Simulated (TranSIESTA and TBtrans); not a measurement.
Junction: Ga chain with one S atom inserted. Leads: straight Ga chain, spacing 2.55 Å. Geometry: 3 atoms about the centre moved by SIESTA (PBE, DZP) to a largest force of 0.01 eV/Å, all others as built, motion along the axis alone.

Method: TranSIESTA and TBtrans, PBE, DZP numerical orbitals (energy shift 0.15 eV), PseudoDojo norm-conserving scalar-relativistic potentials, mesh cutoff 200 Ry, 300 K, no spin polarisation, no spin-orbit coupling; self-consistent non-equilibrium Green functions.

Energies count from the leads' Fermi level. Transmissions are for one spin of a degenerate pair. The energy step is 0.01 eV; narrower resonances are cut or missed.

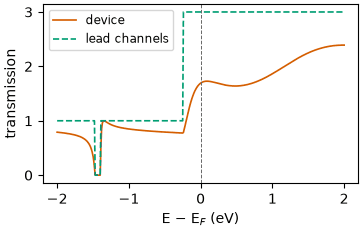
Fig. 1. Transmission against energy

| E (eV) | T | lead channels |
|---|---|---|
| -2.00 | 0.79 | 1 |
| -1.80 | 0.75 | 1 |
| -1.60 | 0.64 | 1 |
| -1.40 | 0 | 0 |
| -1.20 | 0.90 | 1 |
| -1.00 | 0.85 | 1 |
| -0.80 | 0.82 | 1 |
| -0.60 | 0.80 | 1 |
| -0.40 | 0.78 | 1 |
| -0.20 | 1.01 | 3 |
| 0.00 | 1.69 | 3 |
| 0.20 | 1.70 | 3 |
| 0.40 | 1.65 | 3 |
| 0.60 | 1.65 | 3 |
| 0.80 | 1.73 | 3 |
| 1.00 | 1.86 | 3 |
| 1.20 | 2.03 | 3 |
| 1.40 | 2.18 | 3 |
| 1.60 | 2.30 | 3 |
| 1.80 | 2.37 | 3 |
| 2.00 | 2.39 | 3 |

The straight chain is held at its spacing; free chains may zigzag or dimerise. No spin-polarised start was tried, so a magnetic state, if there is one, is missed.
